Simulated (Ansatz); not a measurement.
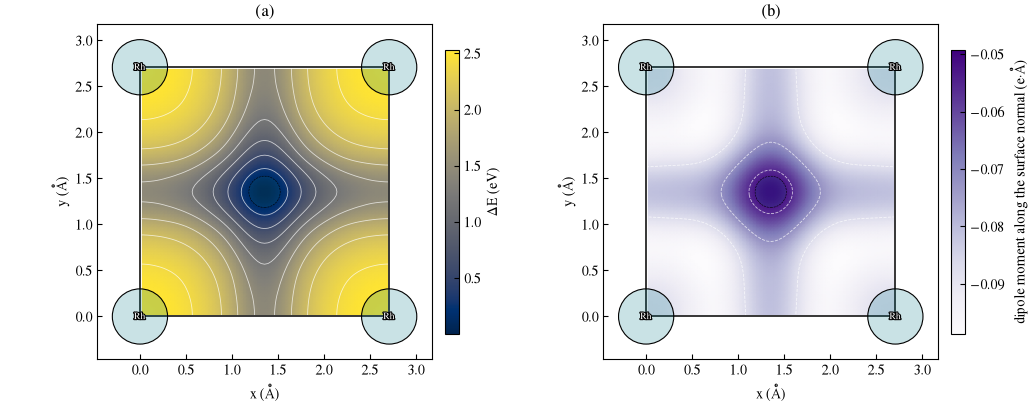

C on a Rh(100) slab cut from the Fm-3m phase, its upper half relaxed before the scan (12 atoms of substrate and one adsorbate in a 2 × 2 cell). 
- C is moved over the surface cell; relaxed at each place: the height of the adsorbate's atoms; substrate rigid; the origin of the map has the adsorbate above Rh9.
- Places are given modulo a cell vector. The map is drawn in real space over the plane of the surface.
- The scan uses a 6 × 6 grid; 10 points were computed and 26 follow by symmetry.
- Places are given in fractions of the 1 × 1 surface cell.
- Energies are in eV, from the lowest grid point.
- Computed with Ansatz, DFT PBE, scalar-relativistic, plane waves, PAW. Settings: cutoff 420 eV, k-mesh 5×5×1, gaussian smearing 0.1 eV, no spin polarisation.

Panel (a) is the energy; panel (b) is the computed dipole moment along the surface normal, in e·Å.

The picture shows a smooth colour map with a few white contour lines, labelled circles for the atoms of the top layer and small ones for the second layer, the outline of one cell of the plane. Between grid points the surface is interpolated.

How does the dipole moment along the surface normal vary over the map, and what is it at the lowest grid point?

It runs from −0.10 e·Å at (1/6, 1/6) of the cell vectors [nearest 1 Rh at 1.69 Å] to −0.05 e·Å at a fourfold hollow over a second-layer Rh atom, (3/6, 3/6) of the cell vectors. At the lowest grid point, a fourfold hollow over a second-layer Rh atom, (3/6, 3/6) of the cell vectors, it is −0.05 e·Å.

PAW datasets: the set soft_1.
